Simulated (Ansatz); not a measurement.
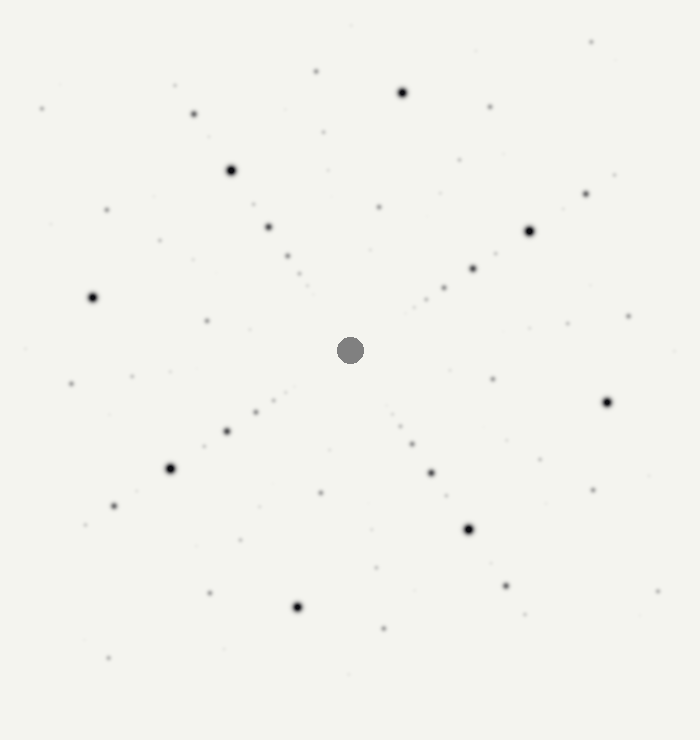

Simulated back-reflection Laue pattern (white X-rays, 0.45 to 2.2 Å, flat plate covering ±45° about the beam, kinematic intensities, seen from the source).

**What symmetry does the pattern show?**

4mm: a fourfold axis with mirror lines.

The crystal is C, space group Fd-3m (No. 227), a = 3.55 Å. Structure: the input geometry of an electronic-structure calculation (not necessarily at equilibrium); the starting structure was generated, so it need not be a known form of this composition.

**Which direction points towards the source?**

[001] or one equivalent to it by a rotation of the Laue group. In Laue class m-3m no other family of directions with a member of indices 0 and ±1 has this symmetry.
